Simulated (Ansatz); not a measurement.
# CHBBrOS+ (SMILES [O+]#CBr.B=S), step by step

Aim: a series of 50 runs (B3LYP-D4/def2-TZVP, HF/def2-TZVP, revPBE0/def2-TZVP, PBE-D3(BJ)/def2-TZVP, PBE-rVV10/def2-TZVP, r2SCANh-D4/def2-TZVP, LC-wPBE/def2-TZVP, B2PLYP/def2-TZVP, and more) of CHBBrOS+. 

Program for the calculation: Ansatz 0.2.0.

### 1 Starting point

CHBBrOS+: 6 atoms, total charge +1, spin state singlet. SMILES: `[O+]#CBr.B=S`.

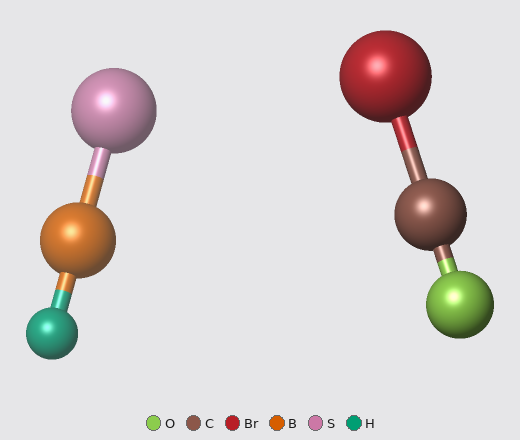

The structure, seen from a chosen angle (oxygen green, carbon brown, bromine red, boron orange, sulfur pink, hydrogen teal).

### 2 A single-point energy at B3LYP-D4/def2-TZVP (run 1)

The input, molecule.yaml:

```yaml
crystal:
  periodic: [false, false, false]
  atoms:
    - {symbol: O, position_ang: [1.129250, 0.192530, 0.642000]}
    - {symbol: C, position_ang: [0.169940, 0.028470, 0.096560]}
    - {symbol: Br, position_ang: [-1.299200, -0.221000, -0.738560]}
    - {symbol: B, position_ang: [-1.864120, -3.199230, 2.104680]}
    - {symbol: S, position_ang: [-2.677310, -3.028650, 0.746900]}
    - {symbol: H, position_ang: [-1.281260, -3.320200, 3.081890]}
basis:
  gaussian:
    orbitals: def2-TZVP
hamiltonian:
  xc: {name: B3LYP}
  dispersion: d4
total_charge: 1
```

Launch:

```console
ansatz run molecule.yaml --threads 1 --pin off --max-ram 2610MiB --events-out events.jsonl --progress --plain --runs-dir runs
```

Standard output:

```text
Warning: RAYON_NUM_THREADS=1 ignored (pool sized by the plan → 1); use --threads N
Functional definition: B3LYP
  name "B3LYP"
  parameter a0 = 0.2
  parameter ax = 0.72
  parameter ac = 0.81
  exchange = (1 - a0 - ax)*slater_x + ax*b88_x + a0*exact_x
  correlation = (1 - ac)*vwn_rpa_c + ac*lyp_c
1228 factors; their error is unknown
mean field evaluation 1: about -84638.3959 eV, gradient 8.1e1 eV
mean field evaluation 2: about -84563.9832 eV, gradient 2.0e2 eV
mean field evaluation 4: about -84649.8182 eV, gradient 3.0e1 eV
mean field evaluation 8: about -84651.5184 eV, gradient 1.5e-1 eV
mean field evaluation 16: about -84651.8861 eV, gradient 1.3e-4 eV
mean field -84651.88605930 eV, -3110.8994335702 hartree, gradient 3.2e-5 eV, S^2 0.000000; 0 other end points of the search recorded, 0 dependent functions left out
reference -84651.88631859 eV, -3110.8994430989 hartree; 35, 35 occupied and 149, 149 virtual orbitals, 1228 factors
Total energy: -84652.10123506 eV, -3110.9073411335 hartree
```

Wall time 6.9 s (1 thread of Intel Xeon at 2.70GHz, shared host); peak memory 0.37 GiB.

### 3 CBrO+: the energy at B3LYP-D4/def2-TZVP (run 2)

The input, job.yaml:

```yaml
basis:
  gaussian:
    orbitals: def2-TZVP
crystal:
  periodic: [false, false, false]
  atoms:
    - symbol: O
      position_ang: [1.129250, 0.192530, 0.642000]
    - symbol: C
      position_ang: [0.169940, 0.028470, 0.096560]
    - symbol: Br
      position_ang: [-1.299200, -0.221000, -0.738560]
total_charge: 1
hamiltonian:
  xc: {name: B3LYP}
  dispersion: d4
```

Launch:

```console
ansatz run job.yaml --threads 1 --pin off --max-ram 2610MiB --events-out events.jsonl --progress --plain --runs-dir runs
```

Standard output:

```text
Warning: RAYON_NUM_THREADS=1 ignored (pool sized by the plan → 1); use --threads N
[... 7 set-up lines as earlier in the session ...]
744 factors; their error is unknown
mean field evaluation 1: about -73102.6414 eV, gradient 1.0e2 eV
mean field evaluation 2: about -72923.7506 eV, gradient 2.5e2 eV
mean field evaluation 4: about -73117.3439 eV, gradient 5.0e1 eV
mean field evaluation 8: about -73122.1058 eV, gradient 1.3e-1 eV
mean field evaluation 16: about -73122.4589 eV, gradient 5.0e-5 eV
mean field -73122.45893437 eV, -2687.2008016553 hartree, gradient 5.0e-5 eV, S^2 0.000000; 0 other end points of the search recorded, 0 dependent functions left out
reference -73122.45910488 eV, -2687.2008079213 hartree; 24, 24 occupied and 86, 86 virtual orbitals, 744 factors
Total energy: -73122.53106565 eV, -2687.2034524309 hartree
```

Run time: 1.9 s. Hardware: 1 thread of Intel Xeon at 2.70GHz, shared host; peak memory 0.18 GiB.

Runs 3 to 7 aren't shown in full; the table further down has their settings and results.

### 4 CBrO+ among ghost functions: a single-point energy at HF/def2-TZVP (with ghost functions) (run 8)

The input, in.yaml:

```yaml
crystal:
  periodic: [false, false, false]
  atoms:
    - symbol: O
      position_ang: [1.129250, 0.192530, 0.642000]
    - symbol: C
      position_ang: [0.169940, 0.028470, 0.096560]
    - symbol: Br
      position_ang: [-1.299200, -0.221000, -0.738560]
basis:
  gaussian:
    orbitals: def2-TZVP
    ghost_atoms: [{symbol: B, position_ang: [-1.864120, -3.199230, 2.104680]}, {symbol: S, position_ang: [-2.677310, -3.028650, 0.746900]}, {symbol: H, position_ang: [-1.281260, -3.320200, 3.081890]}]
total_charge: 1
hamiltonian: {xc: hf}
```

Launch:

```console
ansatz run in.yaml --threads 1 --pin off --max-ram 2610MiB --events-out events.jsonl --progress --plain --runs-dir runs
```

Standard output:

```text
Warning: RAYON_NUM_THREADS=1 ignored (pool sized by the plan → 1); use --threads N
Functional definition: HF
  name "HF"
  exchange = exact_x
  correlation = 0
1292 factors; their error is unknown
mean field evaluation 1: about -73051.9877 eV, gradient 5.0e1 eV
mean field evaluation 2: about -73052.7210 eV, gradient 5.0e1 eV
mean field evaluation 4: about -73056.8414 eV, gradient 1.8e0 eV
mean field evaluation 8: about -73056.8552 eV, gradient 6.2e-2 eV
mean field evaluation 16: about -73053.8221 eV, gradient 5.0e1 eV
mean field -73058.69373625 eV, -2684.8574738459 hartree, gradient 2.5e-5 eV, S^2 0.000000; 0 other end points of the search recorded, 0 dependent functions left out
reference -73058.69373625 eV, -2684.8574738459 hartree; 24, 24 occupied and 160, 160 virtual orbitals, 1292 factors
Total energy: -73058.69373625 eV, -2684.8574738459 hartree
```

Run time: 5.4 s. Hardware: 1 thread of Intel Xeon at 2.70GHz, shared host; peak memory 0.4 GiB.

Runs 9 to 49 aren't shown in full; the table further down has their settings and results.

### 5 BHS among ghost functions: a single-point energy at RPBE-D4/def2-SVP (with ghost functions) (run 50)

The input, molecule.yaml:

```yaml
crystal:
  periodic: [false, false, false]
  atoms:
    - symbol: B
      position_ang: [-1.864120, -3.199230, 2.104680]
    - symbol: S
      position_ang: [-2.677310, -3.028650, 0.746900]
    - symbol: H
      position_ang: [-1.281260, -3.320200, 3.081890]
basis:
  gaussian:
    orbitals: def2-SVP
    ghost_atoms: [{symbol: O, position_ang: [1.129250, 0.192530, 0.642000]}, {symbol: C, position_ang: [0.169940, 0.028470, 0.096560]}, {symbol: Br, position_ang: [-1.299200, -0.221000, -0.738560]}]
hamiltonian: {xc: {name: RPBE}, dispersion: d4}
```

Launch:

```console
ansatz run molecule.yaml --threads 1 --pin off --max-ram 2610MiB --events-out events.jsonl --progress --plain --runs-dir runs
```

Standard output:

```text
Warning: RAYON_NUM_THREADS=1 ignored (pool sized by the plan → 1); use --threads N
Functional definition: RPBE
  name "RPBE"
  parameter kappa = 0.804
  parameter beta = 0.06672455060314922
  exchange = rpbe_x(kappa = kappa, mu = beta*pi^2/3)
  correlation = pbe_c(beta = beta)
918 factors; their error is unknown
mean field evaluation 1: about -11521.3781 eV, gradient 2.4e1 eV
mean field evaluation 2: about -11516.3552 eV, gradient 4.3e1 eV
mean field evaluation 4: about -11523.3948 eV, gradient 1.5e0 eV
mean field evaluation 8: about -11523.3780 eV, gradient 1.3e-2 eV
mean field -11523.37803279 eV, -423.4763318789 hartree, gradient 2.6e-5 eV, S^2 0.000000; 0 other end points of the search recorded, 0 dependent functions left out
reference -11523.37806012 eV, -423.4763328833 hartree; 11, 11 occupied and 86, 86 virtual orbitals, 918 factors
Total energy: -11523.52405051 eV, -423.4816979310 hartree
```

It took 1.5 s on 1 thread of Intel Xeon at 2.70GHz, shared host; peak memory 0.12 GiB.

### 6 Overview of the runs

```csv
run,level,fragment atoms,contact,frozen core orbitals,partner,energy (Eh),wall time
1,B3LYP-D4/def2-TZVP,–,–,–,base,-3110.907341,6.9 s
2,B3LYP-D4/def2-TZVP,"(1, 2, 3)",base,–,fragment,-2687.203452,1.9 s
3,B3LYP-D4/def2-TZVP (with ghost functions),"(1, 2, 3)",base,–,fragment with ghosts,-2687.203524,5.7 s
4,B3LYP-D4/def2-TZVP,"(4, 5, 6)",base,–,fragment,-423.695815,0.81 s
5,B3LYP-D4/def2-TZVP (with ghost functions),"(4, 5, 6)",base,–,fragment with ghosts,-423.695868,4.2 s
6,HF/def2-TZVP,–,–,–,base,-3107.690788,6.3 s
7,HF/def2-TZVP,"(1, 2, 3)",base,–,fragment,-2684.857397,1.2 s
8,HF/def2-TZVP (with ghost functions),"(1, 2, 3)",base,–,fragment with ghosts,-2684.857474,5.4 s
9,HF/def2-TZVP,"(4, 5, 6)",base,–,fragment,-422.829825,0.57 s
10,HF/def2-TZVP (with ghost functions),"(4, 5, 6)",base,–,fragment with ghosts,-422.829868,1.9 s
11,revPBE0/def2-TZVP,–,–,–,base,-3110.544744,8.7 s
12,revPBE0/def2-TZVP,"(1, 2, 3)",base,–,fragment,-2686.946023,3.3 s
13,revPBE0/def2-TZVP (with ghost functions),"(1, 2, 3)",base,–,fragment with ghosts,-2686.946077,6.6 s
14,revPBE0/def2-TZVP,"(4, 5, 6)",base,–,fragment,-423.593897,0.85 s
15,revPBE0/def2-TZVP (with ghost functions),"(4, 5, 6)",base,–,fragment with ghosts,-423.593950,4.5 s
16,PBE-D3(BJ)/def2-TZVP,–,–,–,base,-3110.141892,5.4 s
17,PBE-D3(BJ)/def2-TZVP,"(1, 2, 3)",base,–,fragment,-2686.677576,1.2 s
18,PBE-D3(BJ)/def2-TZVP (with ghost functions),"(1, 2, 3)",base,–,fragment with ghosts,-2686.677634,3.9 s
19,PBE-D3(BJ)/def2-TZVP,"(4, 5, 6)",base,–,fragment,-423.455729,0.62 s
20,PBE-D3(BJ)/def2-TZVP (with ghost functions),"(4, 5, 6)",base,–,fragment with ghosts,-423.455790,3.9 s
21,PBE-rVV10/def2-TZVP,–,–,–,base,refused,0.04 s
22,PBE-rVV10/def2-TZVP,"(1, 2, 3)",base,–,fragment,refused,0.02 s
23,PBE-rVV10/def2-TZVP (with ghost functions),"(1, 2, 3)",base,–,fragment with ghosts,refused,0.02 s
24,PBE-rVV10/def2-TZVP,"(4, 5, 6)",base,–,fragment,refused,0.04 s
25,PBE-rVV10/def2-TZVP (with ghost functions),"(4, 5, 6)",base,–,fragment with ghosts,refused,0.02 s
26,r2SCANh-D4/def2-TZVP,–,–,–,base,-3110.720615,10 s
27,r2SCANh-D4/def2-TZVP,"(1, 2, 3)",base,–,fragment,-2687.093028,3.6 s
28,r2SCANh-D4/def2-TZVP (with ghost functions),"(1, 2, 3)",base,–,fragment with ghosts,-2687.093101,7.8 s
29,r2SCANh-D4/def2-TZVP,"(4, 5, 6)",base,–,fragment,-423.620353,1.3 s
30,r2SCANh-D4/def2-TZVP (with ghost functions),"(4, 5, 6)",base,–,fragment with ghosts,-423.620391,7.2 s
31,LC-wPBE/def2-TZVP,–,–,–,base,-3110.262512,6.9 s
32,LC-wPBE/def2-TZVP,"(1, 2, 3)",base,–,fragment,-2686.735656,2.7 s
33,LC-wPBE/def2-TZVP (with ghost functions),"(1, 2, 3)",base,–,fragment with ghosts,-2686.735725,4.8 s
34,LC-wPBE/def2-TZVP,"(4, 5, 6)",base,–,fragment,-423.521484,1.2 s
35,LC-wPBE/def2-TZVP (with ghost functions),"(4, 5, 6)",base,–,fragment with ghosts,-423.521534,6 s
36,B2PLYP/def2-TZVP,–,–,17,base,-3110.244741,13 s
37,B2PLYP/def2-TZVP,"(1, 2, 3)",base,11,fragment,-2686.720211,4.5 s
38,B2PLYP/def2-TZVP (with ghost functions),"(1, 2, 3)",base,11,fragment with ghosts,-2686.720363,9.3 s
39,B2PLYP/def2-TZVP,"(4, 5, 6)",base,6,fragment,-423.518824,1.2 s
40,B2PLYP/def2-TZVP (with ghost functions),"(4, 5, 6)",base,6,fragment with ghosts,-423.518940,10 s
41,CCSD(T)/def2-SVP,–,–,17,base,-3107.853483,16 s
42,CCSD(T)/def2-SVP,"(1, 2, 3)",base,11,fragment,-2684.946200,1.6 s
43,CCSD(T)/def2-SVP (with ghost functions),"(1, 2, 3)",base,11,fragment with ghosts,-2684.946731,11 s
44,CCSD(T)/def2-SVP,"(4, 5, 6)",base,6,fragment,-422.902820,0.47 s
45,CCSD(T)/def2-SVP (with ghost functions),"(4, 5, 6)",base,6,fragment with ghosts,-422.903652,4.8 s
46,RPBE-D4/def2-SVP,–,–,–,base,-3110.080068,2.2 s
47,RPBE-D4/def2-SVP,"(1, 2, 3)",base,–,fragment,-2686.590508,0.78 s
48,RPBE-D4/def2-SVP (with ghost functions),"(1, 2, 3)",base,–,fragment with ghosts,-2686.590690,2.2 s
49,RPBE-D4/def2-SVP,"(4, 5, 6)",base,–,fragment,-423.481140,0.42 s
50,RPBE-D4/def2-SVP (with ghost functions),"(4, 5, 6)",base,–,fragment with ghosts,-423.481698,1.5 s
```

### 7 What came out

| quantity | value |
| --- | --- |
| BHS among ghost functions, run 50: total energy | -423.48170 Eh |
| BHS among ghost functions, run 50: dispersion energy | -14.09 kJ/mol |
| interaction energy of the rigid parts CBrO+ and BHS (parts in their own basis), B3LYP-D4/def2-TZVP | -0.220 eV |
| interaction energy of the rigid parts CBrO+ and BHS (parts in their own basis), HF/def2-TZVP | -0.097 eV |
| interaction energy of the rigid parts CBrO+ and BHS (parts in the whole basis, counterpoise), revPBE0/def2-TZVP | -0.128 eV |
| interaction energy of the rigid parts CBrO+ and BHS (parts in their own basis), PBE-D3(BJ)/def2-TZVP | -0.234 eV |
| interaction energy of the rigid parts CBrO+ and BHS (parts in their own basis), LC-wPBE/def2-TZVP | -0.146 eV |
| interaction energy of the rigid parts CBrO+ and BHS (parts in the whole basis, counterpoise), CCSD(T)/def2-SVP | -0.084 eV |
| interaction energy of the rigid parts CBrO+ and BHS (parts in the whole basis, counterpoise), RPBE-D4/def2-SVP | -0.209 eV |
| interaction energy of the rigid parts CBrO+ and BHS (parts in their own basis), RPBE-D4/def2-SVP | -0.229 eV |

At B3LYP-D4/def2-TZVP: the interaction energy of the rigid parts CBrO+ and BHS (parts in their own basis) is −0.22 eV (−5.1 kcal/mol): the parts attract. At HF/def2-TZVP: the interaction energy of the rigid parts CBrO+ and BHS (parts in their own basis) is −0.10 eV (−9.4 kJ/mol): the parts attract. At revPBE0/def2-TZVP: the interaction energy of the rigid parts CBrO+ and BHS (parts in the whole basis, counterpoise) is −0.13 eV (−12.4 kJ/mol): the parts attract. At PBE-D3(BJ)/def2-TZVP: the interaction energy of the rigid parts CBrO+ and BHS (parts in their own basis) is −0.23 eV (−22.5 kJ/mol): the parts attract. At LC-wPBE/def2-TZVP: the interaction energy of the rigid parts CBrO+ and BHS (parts in their own basis) is −0.15 eV (−3.4 kcal/mol): the parts attract. At CCSD(T)/def2-SVP: the interaction energy of the rigid parts CBrO+ and BHS (parts in the whole basis, counterpoise) is −0.08 eV (−8.1 kJ/mol): the parts attract. Totals of different functionals can't be ranked against each other. All runs together took 3.4 min, the longest 16 s. 5 of the 50 runs gave no usable result.
